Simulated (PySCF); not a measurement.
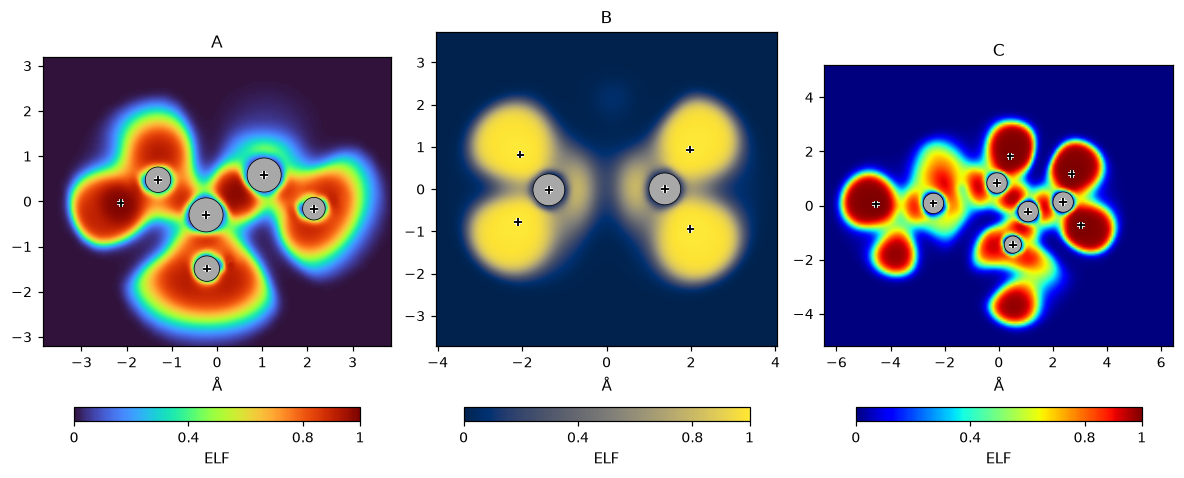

The electron localisation function of 3 systems, each on a plane through atoms (crosses mark nuclei in the plane; grey discs cover the cores).

Computed with PySCF 2.14.0, PBE0/pcSseg-1, SCF density, gas phase, non-relativistic.

System 1: C2H7FOSi2, the plane of atoms H12, C6 and H13. Geometry: GFN2-xTB, MD frame at 250 fs, 600 K.

```json
{"atom": "O", "x (Å)": "0.9828", "y (Å)": "-1.4077", "z (Å)": "-1.1424"}
{"atom": "Si", "x (Å)": "0.5133", "y (Å)": "-0.0524", "z (Å)": "-0.3345"}
{"atom": "C", "x (Å)": "-1.4001", "y (Å)": "0.3620", "z (Å)": "-0.8094"}
{"atom": "Si", "x (Å)": "-1.7502", "y (Å)": "0.3470", "z (Å)": "1.0756"}
{"atom": "F", "x (Å)": "-1.6614", "y (Å)": "1.9157", "z (Å)": "1.2612"}
{"atom": "C", "x (Å)": "-0.0410", "y (Å)": "-0.3078", "z (Å)": "1.4823"}
{"atom": "H", "x (Å)": "1.0182", "y (Å)": "-1.6429", "z (Å)": "-1.9971"}
{"atom": "H", "x (Å)": "1.1774", "y (Å)": "1.1322", "z (Å)": "-0.8012"}
{"atom": "H", "x (Å)": "-1.4296", "y (Å)": "1.3970", "z (Å)": "-1.2222"}
{"atom": "H", "x (Å)": "-1.9942", "y (Å)": "-0.4005", "z (Å)": "-1.3912"}
{"atom": "H", "x (Å)": "-2.7699", "y (Å)": "-0.3389", "z (Å)": "1.8318"}
{"atom": "H", "x (Å)": "0.4807", "y (Å)": "0.3398", "z (Å)": "2.1594"}
{"atom": "H", "x (Å)": "0.1796", "y (Å)": "-1.2249", "z (Å)": "1.9623"}
```

System 2: C7H11N, the plane of atoms N2, C3 and C4. Geometry: GFN2-xTB, MD frame at 250 fs, 300 K.

```csv
atom,x (Å),y (Å),z (Å)
C,-2.2934,-1.4125,1.0538
N,-1.6174,-1.1388,0.0866
C,-1.5879,0.1597,-0.2643
C,-2.5776,1.0616,-0.3192
C,-0.1383,0.4770,-0.7762
C,1.0569,-0.1012,-0.0790
C,1.6407,-1.2139,-0.4663
C,2.7557,-2.0010,0.1579
H,-2.8241,-0.7099,1.7613
H,-2.4083,-2.4876,1.2905
H,-3.5399,0.6366,-0.0467
H,-2.4076,2.0824,-0.6556
H,-0.0994,1.6105,-0.7880
H,-0.1211,0.1656,-1.8425
H,1.3393,0.5414,0.7630
H,1.2805,-1.7097,-1.3422
H,3.1012,-1.4248,0.9979
H,2.2870,-2.9642,0.5320
H,3.4932,-2.2622,-0.6102
```

System 3: C2HF3O2 (SMILES O=C(O)C(F)(F)F), the plane of atoms O1, C2 and C4. Geometry: GFN2-xTB, NEB image 0 of 0 to 8.

```xyz
8

O     0.8582    1.2884   -0.8522
C     0.5519    0.3231   -0.2268
O     1.3631   -0.5632    0.3121
C    -0.9252   -0.0753    0.0760
F    -1.7817    0.7915   -0.4551
F    -1.2066   -1.2847   -0.4189
F    -1.1496   -0.1173    1.3931
H     2.2991   -0.3530    0.1474
```

**Match each panel to its system.**

Panel A is system 3, C2HF3O2: the plane holds O, C, F and H. C–O (1.19 Å): the ELF peaks at about 0.85 between the atoms; a short, multiple covalent bond. Panel B is system 1, C2H7FOSi2: the plane holds C and H. Panel C is system 2, C7H11N: the plane holds N, C and H. C–C (1.34 Å): the ELF peaks at about 0.90 between the atoms; a multiple bond.
